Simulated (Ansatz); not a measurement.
Pressure series in Ge

The reference is Ge in the diamond structure (space group Fd-3m, No. 227; a = 5.762 Å).

Cell and atoms are relaxed at each pressure.

The values are results of PBE (Ansatz, a first-principles code, PAW, scalar-relativistic without spin-orbit coupling), not measurements.

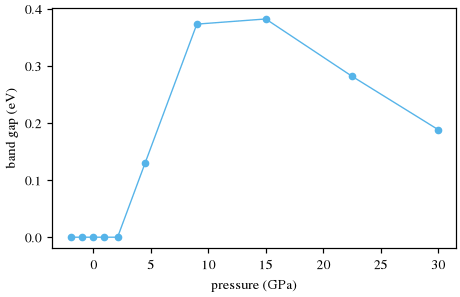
Figure. Band gap against pressure

| pressure (GPa) | band gap |
|---|---|
| -2 | zero |
| -1 | zero |
| 0.9 | zero |
| 2.1 | zero |
| 4.5 | 0.13 eV |
| 9 | 0.37 eV |
| 15 | 0.38 eV |
| 22.5 | 0.28 eV |
| 30 | 0.19 eV |

Load acts through the strain it causes; cell and atoms are relaxed under it. No phonon test of stability was made. Measured, Ge leaves this structure (for the β-tin structure) near 10.6 GPa (room temperature; as listed in arXiv:1906.07825). A zero or small gap of Ge can be the functional's error rather than a property of the material.
